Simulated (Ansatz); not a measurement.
Reaction (SMILES): [GaH] (GaH) (closed-shell singlet) → Ga atom + H atom
B3LYP-D3(BJ)/def2-TZVP geometries, fixed; electronic energies without zero-point terms.

Basis-set convergence of the atomisation energy at wB97M-V with Ansatz (a quantum-chemistry and plane-wave program). Cartesian d functions, on some or all atoms, in 6-31G; all else is spherical. The program fits the integrals of some runs and decomposes those of others, by size. Open shells are unrestricted. The functional holds VV10 correlation; no added dispersion term, no relativity. Functions are those of the species that has most. Reference: the value in aug-cc-pV5Z, 68.60 kcal/mol, itself unsure by roughly 0.06 kcal/mol (its mean distance from pcseg-4, aug-pcseg-3, aug-cc-pVQZ). Deviations are taken from unrounded values.

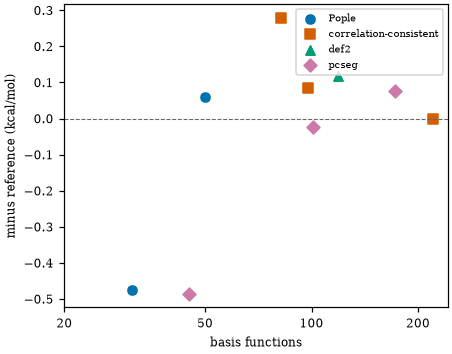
Figure: Deviation from the reference against the number of basis functions, by family of sets.

| basis | functions | atomisation energy (kcal/mol) | minus reference (kcal/mol) |
|---|---|---|---|
| 6-31G | 31 | 68.12 | -0.48 |
| aug-pcseg-1 | 45 | 68.11 | -0.49 |
| 6-311G** | 50 | 68.66 | 0.06 |
| aug-cc-pVTZ | 82 | 68.88 | 0.28 |
| cc-pVQZ | 98 | 68.68 | 0.08 |
| pcseg-3 | 101 | 68.58 | -0.02 |
| def2-QZVPP | 119 | 68.72 | 0.12 |
| pcseg-4 | 172 | 68.68 | 0.08 |
| aug-cc-pV5Z | 220 | 68.60 | 0.00 |
